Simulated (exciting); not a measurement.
# I L₃-edge absorption of Ca2AsI, all-electron BSE

Wanted: the near-edge spectrum and the bound core excitons at the I L₃ edge of Ca2AsI.

Calculated with exciting sodium; X-ray absorption, core-level Bethe-Salpeter equation, exchange and statically screened direct term, Tamm-Dancoff, all-electron LAPW+lo LDA.

### 1. Starting point

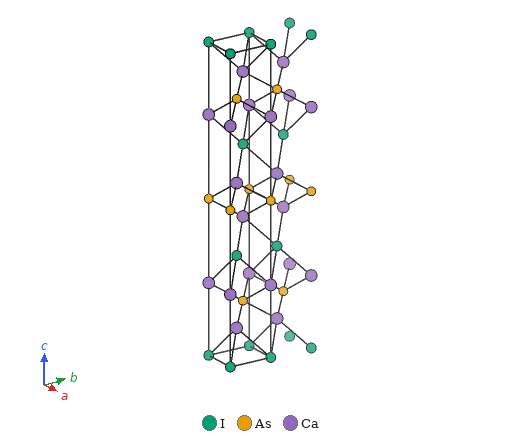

Start, viewed slightly off an axis; iodine teal, arsenic orange, calcium purple. 1×2×1 cells are drawn. This picture shows the conventional cell, with its axes. Bonds to atoms that aren't drawn are left out. Some periodic images of atoms are drawn too.

As a file:

```xyz
4
Lattice="2.1985 1.2693 7.4300 -2.1985 1.2693 7.4300 0.0000 -2.5386 7.4300" Properties=species:S:1:pos:R:3 pbc="T T T"
I     0.0000    0.0000    0.0000
As    0.0000    0.0000   11.1450
Ca    0.0000    0.0000   17.1343
Ca    0.0000    0.0000    5.1557
```

Differences between curves are given as r.m.s. difference over r.m.s. height.

### 2. The self-consistent potential

The species files are the program's own, with muffin-tin radii set in the input.

input.xml reads:

```
<input>
  <title>Ca2AsI</title>
  <structure speciespath="." autormt="false" epslat="1.0e-5">
    <crystal>
      <basevect>4.1545628842 2.3986379995 14.0406651034</basevect>
      <basevect>-4.1545628842 2.3986379995 14.0406651034</basevect>
      <basevect>0.0000000000 -4.7972759991 14.0406651034</basevect>
    </crystal>
    <species speciesfile="I.xml" rmt="2.300">
      <atom coord="0.0000000000 0.0000000000 0.0000000000"/>
    </species>
    <species speciesfile="As.xml" rmt="2.300">
      <atom coord="0.5000000000 0.5000000000 0.5000000000"/>
    </species>
    <species speciesfile="Ca.xml" rmt="2.464">
      <atom coord="0.7687000000 0.7687000000 0.7687000000"/>
      <atom coord="0.2313000000 0.2313000000 0.2313000000"/>
    </species>
  </structure>
  <groundstate do="fromscratch" xctype="LDA_PW" ngridk="3 3 3" rgkmax="7" gmaxvr="14" nempty="8" swidth="0.001" maxscl="100" epsengy="1e-5"/>
</input>
```

Run with:

```sh
$ OMP_NUM_THREADS=1 mpirun -n 4 exciting
```

The log of the run:

```text
EXCITING SODIUM started
********************************************************************************
* Ground-state run starting from atomic densities                              *
********************************************************************************
+ Starting initialization                                                      +
 Lattice vectors (cartesian) :
      4.1545628842      2.3986379995     14.0406651034
     -4.1545628842      2.3986379995     14.0406651034
      0.0000000000     -4.7972759991     14.0406651034
 Reciprocal lattice vectors (cartesian) :
      0.7561788667      0.4365800723      0.1491663740
     -0.7561788667      0.4365800723      0.1491663740
      0.0000000000     -0.8731601445      0.1491663740
 Unit cell volume                           :     839.5159999379
 Brillouin zone volume                      :       0.2954681191
 Species :    1 (I)
     parameters loaded from                 :    I.xml
     name                                   :    iodine
     nuclear charge                         :     -53.00000000
     electronic charge                      :      53.00000000
     atomic mass                            :  231332.69700000
     muffin-tin radius                      :       2.30000000
     # of radial points in muffin-tin       :     400
     atomic positions (lattice) :
       1 :   0.00000000  0.00000000  0.00000000
 Species :    2 (As)
     parameters loaded from                 :    As.xml
     name                                   :    arsenic
     nuclear charge                         :     -33.00000000
     electronic charge                      :      33.00000000
     atomic mass                            :  136573.72190000
     muffin-tin radius                      :       2.30000000
     # of radial points in muffin-tin       :     350
     atomic positions (lattice) :
       1 :   0.50000000  0.50000000  0.50000000
 Species :    3 (Ca)
     parameters loaded from                 :    Ca.xml
     name                                   :    calcium
     nuclear charge                         :     -20.00000000
     electronic charge                      :      20.00000000
     atomic mass                            :   73057.72470000
     muffin-tin radius                      :       2.46400000
     # of radial points in muffin-tin       :     350
     atomic positions (lattice) :
       1 :   0.76870000  0.76870000  0.76870000
       2 :   0.23130000  0.23130000  0.23130000
 Total number of atoms per unit cell        :       4
 Spin treatment                             :    spin-unpolarised
 Number of Bravais lattice symmetries       :      12
 Number of crystal symmetries               :      12
 k-point grid                               :       3    3    3
 Total number of k-points                   :       6
 k-point set is reduced with crystal symmetries
 R^MT_min * |G+k|_max (rgkmax)              :       7.00000000
 Species with R^MT_min                      :       1 (I)
 Maximum |G+k| for APW functions            :       3.04347826
 Maximum |G| for potential and density      :      14.00000000
 G-vector grid sizes                        :      72    72    72
 Total number of G-vectors                  :   38913
 Maximum angular momentum used for
     APW functions                          :       8
     computing H and O matrix elements      :       8
     potential and density                  :       8
     inner part of muffin-tin               :       2
 Total nuclear charge                       :    -126.00000000
 Total electronic charge                    :     126.00000000
 Total core charge                          :      74.00000000
 Total valence charge                       :      52.00000000
 Number of empty states                     :       8
 Total number of valence states             :      35
 Maximum Hamiltonian size                   :     449
 Maximum number of plane-waves              :     405
 Total number of local-orbitals             :      44
 Exchange-correlation type                  :       3
     Perdew-Wang, Phys. Rev. B 45, 13244 (1992)
 Smearing scheme                            :    Gaussian
 Smearing width                             :       0.00100000
 Using multisecant Broyden potential mixing
+ Ending initialization                                                        +
********************************************************************************
* Groundstate module started                                                   *
********************************************************************************
 Output level for this task is set to normal
+ Self-consistent loop started                                                 +
 Density and potential initialised from atomic data
+ SCF iteration number :    1                                                  +
 Total energy                               :    -10731.16769233
 _______________________________________________________________
 Fermi energy                               :         0.13509005
 Kinetic energy                             :     11210.41353266
 Coulomb energy                             :    -21615.81006170
 Exchange energy                            :      -314.48480233
 Correlation energy                         :       -11.28636095
 DOS at Fermi energy (states/Ha/cell)       :         0.00000000
 Electron charges :
     core                                   :        74.00000000
     core leakage                           :         0.00148426
     valence                                :        52.00000000
     interstitial                           :         8.03768618
     charge in muffin-tin spheres :
                  atom     1     I          :        49.86320975
                  atom     2    As          :        31.73227475
                  atom     3    Ca          :        18.18341466
                  atom     4    Ca          :        18.18341466
     total charge in muffin-tins            :       117.96231382
     total charge                           :       126.00000000
 Estimated fundamental gap                  :         0.08112223
        valence-band maximum at    1      0.0000  0.0000  0.0000
     conduction-band minimum at    6      0.6667  0.3333  0.3333
[... further iterations ...]
| Convergence targets achieved. Performing final SCF iteration                 +
 Total energy                               :    -10729.12715981
 _______________________________________________________________
 Fermi energy                               :         0.16222498
 Kinetic energy                             :     11212.45321290
 Coulomb energy                             :    -21615.87858663
 Exchange energy                            :      -314.41975502
 Correlation energy                         :       -11.28203106
 DOS at Fermi energy (states/Ha/cell)       :         0.00000000
 Electron charges :
     core                                   :        74.00000000
     core leakage                           :         0.00147660
     valence                                :        52.00000000
     interstitial                           :         8.22588767
     charge in muffin-tin spheres :
                  atom     1     I          :        49.98143190
                  atom     2    As          :        31.32233731
                  atom     3    Ca          :        18.23517156
                  atom     4    Ca          :        18.23517156
     total charge in muffin-tins            :       117.77411233
     total charge                           :       126.00000000
 Estimated fundamental gap                  :         0.06323497
        valence-band maximum at    1      0.0000  0.0000  0.0000
     conduction-band minimum at    6      0.6667  0.3333  0.3333
+ Self-consistent loop stopped                                                 +
 STATE.OUT is written
********************************************************************************
* Groundstate module stopped                                                   *
********************************************************************************
 Total time spent (seconds)                 :        56.85
- CAUTION! Warnings have been written in file WARNING.OUT !                    -
| EXCITING SODIUM stopped                                                      =
```

Run time: 58 s. Hardware: 4 MPI ranks of Arm Neoverse V1, shared host.

The warnings file holds hints only, no warning.

The mesh shows a gap of 1.72 eV. Core levels (Dirac, from the valence top):

```
atom  level  energy (eV)
   I  2s1/2      -5081.4
   I  2p1/2      -4769.7
   I  2p3/2      -4471.4
   I  3s1/2      -1021.2
   I  3p1/2       -892.1
   I  3p3/2       -836.0
   I  3d3/2       -607.7
   I  3d5/2       -595.9
   I  4s1/2       -175.1
   I  4p1/2       -130.0
   I  4p3/2       -118.9
```

### 3. A richer basis for the empty states

Each species file gets more local orbitals, built from u and its energy derivative at 0.15 Ha and u at 0.9 Ha.

input.xml is that of step 2.

SPECIES.xml, added lines reads:

```
<lo l="L">  <!-- L = 0, 1, 2 -->
  <wf matchingOrder="0" trialEnergy="0.1500" searchE="false"/>
  <wf matchingOrder="1" trialEnergy="0.1500" searchE="false"/>
  <wf matchingOrder="0" trialEnergy="0.9000" searchE="false"/>
</lo>
```

Run with:

```sh
$ OMP_NUM_THREADS=1 mpirun -n 4 exciting
```

The log of the run:

```text
EXCITING SODIUM started
********************************************************************************
* Ground-state run starting from atomic densities                              *
********************************************************************************
+ Starting initialization                                                      +
[... lattice and species ...]
 Spin treatment                             :    spin-unpolarised
 Number of Bravais lattice symmetries       :      12
[...]
+ Self-consistent loop stopped                                                 +
 STATE.OUT is written
********************************************************************************
* Groundstate module stopped                                                   *
********************************************************************************
 Total time spent (seconds)                 :        38.51
- CAUTION! Warnings have been written in file WARNING.OUT !                    -
| EXCITING SODIUM stopped                                                      =
[key lines of the parts left out:]
Total energy                               :    -10729.12813058
Fermi energy                               :         0.16223956
```

Elapsed: 40 s, on 4 MPI ranks.

Against the first ground state the total energy moves by -7 meV an atom and the gap by 0.00 eV.

(Continued in part 2 of 3.)

[Banner, clock and machine lines of the logs are left out without a mark of their own.]

[Logs are printed without paths, hosts, clocks, repeated set-up lines and the standing remarks that a program may print on its own settings, such as how far it seeks lower states.]

[Hosts, paths, dates, database ids (printed as entryN), source tags and the programs' standing remarks are cut or masked in the printed files.]
